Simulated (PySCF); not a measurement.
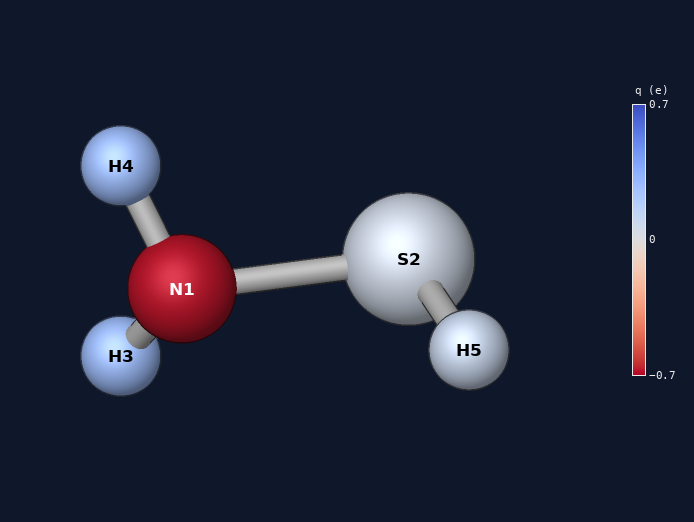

Atoms are coloured by their IAO charges. The geometry was computed by an optimisation with GFN2-xTB. No frequency run is at hand to confirm it as a minimum. Method: PBE0/pcSseg-1, gas phase (PySCF 2.14.0).

Which atom carries the highest charge (most positive or least negative)?

H3, H4 (0.26 e).

And the lowest?

N1 (−0.68 e).

List the IAO charges.

```tsv
atom	value (e)
N1	−0.68
S2	0.06
H3	0.26
H4	0.26
H5	0.09
```
